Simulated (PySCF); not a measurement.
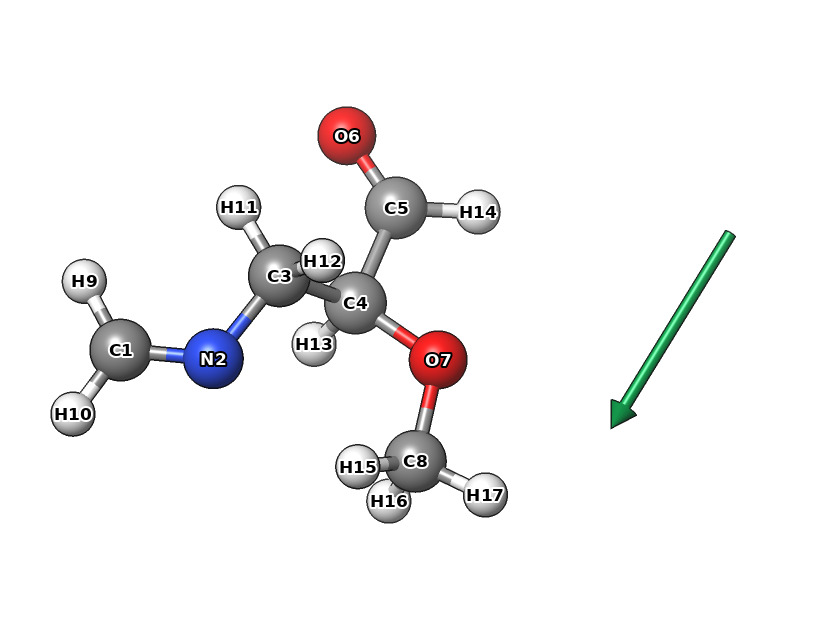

The arrow beside the molecule shows the direction of the dipole moment, from the negative to the positive end (its length means nothing). The computed structure is the end point of a GFN2-xTB optimisation. No frequency run is at hand to confirm it as a minimum. Properties computed with B3LYP/def2-SVPD, gas phase (PySCF 2.14.0).

### How large is the dipole moment?

2.12 D; it points from the side of O6, H14 to the side of H10 (the outermost atoms at the two ends).
